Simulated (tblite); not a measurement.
**CH$_{3}$O$_{2}$Zn$_{2}$: geometry relaxation**

- system: CH$_{3}$O$_{2}$Zn$_{2}$, multiplicity 2
- method: GFN2-xTB geometry optimisation, gas phase (tblite 0.8.0)

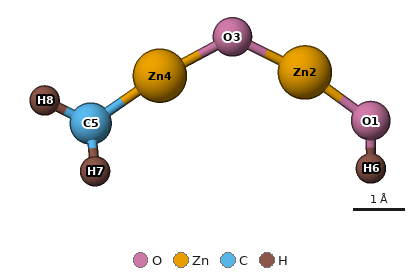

**Figure 1.** The input geometry (ball-and-stick view, seen on its broad side; atoms are numbered from 1 in the order of the input). Sticks mark near contacts. Bond lengths as drawn: C–H 1.02 to 1.05 Å, C–Zn 1.66 Å, H–O 0.95 Å and O–Zn 1.60 to 1.63 Å.

Results in brief:

```json
{"quantity": "outcome", "value": "converged"}
{"quantity": "total energy", "value": "−347.9116 eV"}
{"quantity": "hardware", "value": "1 CPU thread, shared host"}
{"quantity": "wall time", "value": "0.59 s"}
{"quantity": "peak memory", "value": "0.17 GiB"}
```

Input:
```
{"job": {"kind": "relax", "xc": "GFN2-xTB", "basis": "xTB"}, "charge": 0, "multiplicity": 2}
O     -2.081487     1.335830    -0.064816
Zn    -0.916239     0.654107     0.809752
O      0.326731    -0.144833     1.420601
Zn     1.102988    -1.393436     0.713971
C      1.626419    -2.765056    -0.055372
H     -2.492773     0.965690    -0.842528
H      1.586615    -2.738555    -1.103276
H      2.419309    -3.270608     0.338909
```

The first line tells a small driver script what to run in tblite; the rest is the geometry in Å.

Launched with:
```bash
OMP_NUM_THREADS=1 python <driver script> task.json out
```

Log:
```
step      E/eV     max force
  0    -346.41501    5.477
  1    -346.87347    2.534
  2    -347.09707    1.860
  3    -347.34178    0.832
  4    -347.42744    0.882
  5    -347.48291    0.668
  6    -347.51654    0.566
  7    -347.54298    0.471
  8    -347.56444    0.400
  9    -347.57628    0.339
 10    -347.58517    0.396
 11    -347.59618    0.353
 12    -347.60815    0.467
 13    -347.61817    0.428
 14    -347.62584    0.278
 15    -347.63282    0.243
 16    -347.63869    0.268
 17    -347.64403    0.245
 18    -347.64970    0.287
 19    -347.65600    0.223
 20    -347.66285    0.318
 21    -347.67209    0.376
 22    -347.68653    0.377
 23    -347.70163    0.421
 24    -347.71485    0.294
 25    -347.72292    0.188
 26    -347.72461    0.183
 27    -347.72718    0.153
 28    -347.72903    0.138
 29    -347.73145    0.140
 30    -347.73371    0.136
 31    -347.73542    0.128
 32    -347.73693    0.129
 33    -347.73898    0.161
 34    -347.74214    0.234
 35    -347.74697    0.270
 36    -347.75186    0.223
 37    -347.75589    0.232
 38    -347.76153    0.346
 39    -347.76824    0.451
 40    -347.77906    0.490
 41    -347.79373    0.441
 42    -347.80526    0.303
 43    -347.80293    1.046
 44    -347.81683    0.169
 45    -347.82040    0.110
 46    -347.82695    0.395
 47    -347.83176    0.233
 48    -347.83898    0.424
 49    -347.84401    0.241
 50    -347.84770    0.513
 51    -347.85021    0.124
 52    -347.85259    0.089
 53    -347.85464    0.521
 54    -347.85869    0.182
 55    -347.86183    0.172
 56    -347.86540    0.297
 57    -347.86940    0.231
 58    -347.87332    0.183
 59    -347.87528    0.219
 60    -347.87892    0.236
 61    -347.88105    0.179
 62    -347.88391    0.137
 63    -347.88557    0.096
 64    -347.88653    0.111
 65    -347.88868    0.139
 66    -347.89187    0.190
 67    -347.89904    0.415
 68    -347.90536    0.313
 69    -347.90895    0.127
 70    -347.91058    0.091
 71    -347.91100    0.042
 72    -347.91107    0.021
 73    -347.91112    0.017
 74    -347.91117    0.022
 75    -347.91122    0.017
 76    -347.91127    0.017
 77    -347.91131    0.018
 78    -347.91135    0.019
 79    -347.91137    0.014
 80    -347.91139    0.011
 81    -347.91141    0.011
 82    -347.91145    0.015
 83    -347.91148    0.020
 84    -347.91152    0.017
 85    -347.91153    0.009
 86    -347.91154    0.011
 87    -347.91156    0.013
 88    -347.91158    0.015
 89    -347.91160    0.017
 90    -347.91162    0.011
 91    -347.91162    0.004
```

Trajectory as extended XYZ (Å, eV, eV/Å), 13 of the 32 frames kept, from step=0 to step=91:
```
8
Properties=species:S:1:pos:R:3:forces:R:3 step=0 energy=-346.41501
O    -2.0815    1.3358   -0.0648   -1.1440   0.7520  -0.7990
Zn   -0.9162    0.6541    0.8098   -0.4710   0.3900   0.0910
O     0.3267   -0.1448    1.4206    0.6020   0.2870   1.2140
Zn    1.1030   -1.3934    0.7140   -1.5650   4.3980   2.8650
C     1.6264   -2.7651   -0.0554    0.6960  -3.6820  -2.7770
H    -2.4928    0.9657   -0.8425   -0.0020   0.0140   0.0560
H     1.5866   -2.7386   -1.1033    0.1120  -0.5510  -1.1620
H     2.4193   -3.2706    0.3389    1.7710  -1.6080   0.5110
8
Properties=species:S:1:pos:R:3:forces:R:3 step=9 energy=-347.57628
O    -2.2288    1.4707   -0.1388    0.0450  -0.0330   0.0500
Zn   -1.0136    0.7502    0.8393   -0.0410   0.0820   0.0320
O     0.3146    0.0247    1.6463   -0.1210  -0.0550  -0.2270
Zn    1.1216   -1.3160    0.8746    0.0220   0.0580   0.1410
C     1.7544   -2.8264   -0.1386    0.2950  -0.1020  -0.1330
H    -2.5426    0.9661   -0.8871   -0.0570   0.0790   0.0150
H     1.6548   -2.9338   -1.2017   -0.2200   0.1130  -0.1090
H     2.5113   -3.4924    0.2233    0.0770  -0.1410   0.2310
8
Properties=species:S:1:pos:R:3:forces:R:3 step=15 energy=-347.63282
O    -2.2471    1.4911   -0.1341   -0.1440   0.1940  -0.0070
Zn   -1.0552    0.8093    0.8622   -0.0210  -0.0240  -0.0140
O     0.2648    0.0055    1.5573    0.1090  -0.1840  -0.1160
Zn    1.1686   -1.3539    0.9337    0.0720  -0.0340  -0.0340
C     1.9068   -2.7925   -0.1658   -0.0850   0.0180   0.1540
H    -2.5825    1.0090   -0.8855   -0.0200  -0.0040   0.0010
H     1.6004   -2.9452   -1.1868    0.0500   0.0400   0.0790
H     2.5158   -3.5803    0.2363    0.0400  -0.0060  -0.0630
8
Properties=species:S:1:pos:R:3:forces:R:3 step=24 energy=-347.71485
O    -2.3861    1.6876   -0.0707    0.1750  -0.1280   0.1820
Zn   -1.1498    0.8521    0.8146   -0.0790   0.1540  -0.0280
O     0.1587   -0.1741    1.1435    0.0280  -0.0530  -0.0500
Zn    1.3682   -1.4035    1.0591    0.0560  -0.1910  -0.1030
C     2.0036   -2.8805   -0.0613   -0.0170   0.1440   0.2560
H    -2.6612    1.1446   -0.8059   -0.1640   0.0760  -0.1340
H     1.6078   -2.8682   -1.0602    0.0670  -0.1150  -0.0710
H     2.6304   -3.7148    0.1980   -0.0650   0.1130  -0.0520
8
Properties=species:S:1:pos:R:3:forces:R:3 step=30 energy=-347.73371
O    -2.3913    1.6937   -0.0349    0.0080  -0.0410   0.0330
Zn   -1.1408    0.8611    0.8135   -0.0410   0.0400  -0.0710
O     0.1336   -0.2450    1.0008    0.0360  -0.0080   0.0210
Zn    1.3952   -1.4219    1.0821   -0.0560   0.0040   0.0030
C     2.0185   -2.8760   -0.0253    0.0510  -0.1060  -0.0690
H    -2.7075    1.2077   -0.7965   -0.0340   0.0790   0.0310
H     1.6171   -2.8588   -1.0267    0.0730  -0.0670   0.0400
H     2.6468   -3.7176    0.2044   -0.0360   0.1000   0.0120
8
Properties=species:S:1:pos:R:3:forces:R:3 step=39 energy=-347.76824
O    -2.4786    1.7298    0.0570    0.0290  -0.0240  -0.0010
Zn   -1.1237    0.8690    0.6968   -0.0610  -0.0200  -0.0730
O     0.1456   -0.2264    0.9916    0.0930  -0.1210  -0.0140
Zn    1.3341   -1.5056    1.0253   -0.3000   0.3360   0.0320
C     2.0247   -2.9599   -0.0152    0.2260  -0.2100  -0.1970
H    -2.8470    1.4120   -0.7675    0.0410   0.0480   0.1040
H     1.7572   -2.9923   -1.0642    0.0650  -0.0420   0.2290
H     2.7593   -3.6836    0.2935   -0.0940   0.0330  -0.0800
8
Properties=species:S:1:pos:R:3:forces:R:3 step=48 energy=-347.83898
O    -2.5930    1.7904    0.2948   -0.1760   0.0840  -0.3040
Zn   -1.1640    0.8381    0.3508   -0.0930  -0.0080   0.0210
O     0.0617   -0.3008    0.6785   -0.0290  -0.0220  -0.0170
Zn    1.1365   -1.6460    0.8352    0.0590  -0.0060  -0.0520
C     2.2030   -3.0708    0.0600    0.0230   0.0310  -0.0500
H    -3.0954    1.9448   -0.5121    0.2530  -0.0700   0.3330
H     2.0391   -3.2492   -0.9905    0.0530  -0.0660   0.0550
H     2.9837   -3.6634    0.5006   -0.0900   0.0560   0.0150
8
Properties=species:S:1:pos:R:3:forces:R:3 step=54 energy=-347.85869
O    -2.6056    1.8029    0.3765   -0.0400   0.0540   0.0730
Zn   -1.2378    0.7959    0.1892    0.0060  -0.0590   0.0320
O    -0.0130   -0.3664    0.4698   -0.0320  -0.0390  -0.0080
Zn    1.0661   -1.7066    0.6934   -0.0150   0.1180  -0.0380
C     2.2827   -3.0871    0.0923   -0.1370   0.1070  -0.0550
H    -3.1451    2.1911   -0.3072    0.0720  -0.0340  -0.0440
H     2.1844   -3.3819   -0.9356    0.0600  -0.0890  -0.0710
H     3.0399   -3.6048    0.6388    0.0850  -0.0580   0.1110
8
Properties=species:S:1:pos:R:3:forces:R:3 step=63 energy=-347.88557
O    -2.5668    1.8254    0.5435    0.0010  -0.0150   0.0320
Zn   -1.4319    0.6711   -0.0048    0.0470   0.0130   0.0820
O    -0.1973   -0.5015    0.1343   -0.0390  -0.0040   0.0050
Zn    1.0193   -1.6988    0.3744   -0.0340   0.0370  -0.0770
C     2.3462   -3.0794    0.1187   -0.0320   0.0160   0.0360
H    -3.0378    2.4508    0.0018   -0.0400   0.0350  -0.0670
H     2.4268   -3.5831   -0.8252    0.0350  -0.0450  -0.0490
H     3.0130   -3.4413    0.8745    0.0620  -0.0370   0.0380
8
Properties=species:S:1:pos:R:3:forces:R:3 step=69 energy=-347.90895
O    -2.6512    1.8491    0.5289    0.0540  -0.0260  -0.0720
Zn   -1.3913    0.7286    0.1717   -0.0860   0.0770   0.0520
O    -0.1970   -0.4873    0.2856   -0.0760   0.0700  -0.0120
Zn    1.0153   -1.7022    0.2086    0.0850  -0.0850  -0.0150
C     2.3468   -3.1068    0.0783    0.0000  -0.0070   0.0010
H    -3.0350    2.4321   -0.1233    0.0260  -0.0410   0.0400
H     2.5014   -3.6682   -0.8255    0.0130   0.0070   0.0370
H     2.9825   -3.4021    0.8930   -0.0150   0.0040  -0.0320
8
Properties=species:S:1:pos:R:3:forces:R:3 step=78 energy=-347.91135
O    -2.6495    1.8539    0.5399   -0.0030   0.0030   0.0070
Zn   -1.4100    0.7229    0.1955    0.0100  -0.0060   0.0000
O    -0.2211   -0.5025    0.2625   -0.0040   0.0080  -0.0060
Zn    1.0148   -1.7038    0.1398   -0.0100   0.0000   0.0100
C     2.3506   -3.1072    0.0777   -0.0010  -0.0080  -0.0180
H    -3.0162    2.4468   -0.1111    0.0020  -0.0020  -0.0030
H     2.5368   -3.6931   -0.8034    0.0080   0.0000   0.0100
H     2.9661   -3.3739    0.9164   -0.0020   0.0050   0.0010
8
Properties=species:S:1:pos:R:3:forces:R:3 step=84 energy=-347.91152
O    -2.6479    1.8547    0.5462    0.0020   0.0000   0.0000
Zn   -1.4136    0.7192    0.1936   -0.0030   0.0120   0.0000
O    -0.2228   -0.5034    0.2512   -0.0030  -0.0010  -0.0020
Zn    1.0037   -1.7131    0.1251   -0.0010  -0.0090  -0.0030
C     2.3504   -3.1073    0.0751    0.0020   0.0050   0.0160
H    -3.0112    2.4529   -0.1021    0.0030  -0.0060   0.0010
H     2.5533   -3.7019   -0.7954   -0.0020  -0.0010  -0.0140
H     2.9596   -3.3580    0.9235    0.0010   0.0010   0.0020
8
Properties=species:S:1:pos:R:3:forces:R:3 step=91 energy=-347.91162
O    -2.6464    1.8550    0.5497    0.0020   0.0020  -0.0020
Zn   -1.4103    0.7237    0.1910   -0.0020   0.0030  -0.0010
O    -0.2244   -0.5040    0.2392    0.0000  -0.0040   0.0020
Zn    0.9933   -1.7239    0.1238   -0.0010   0.0000   0.0000
C     2.3509   -3.1077    0.0784   -0.0010   0.0010  -0.0030
H    -3.0118    2.4526   -0.0980    0.0000  -0.0010   0.0010
H     2.5579   -3.6997   -0.7935    0.0010   0.0010   0.0020
H     2.9622   -3.3530    0.9267    0.0010  -0.0010   0.0000
```
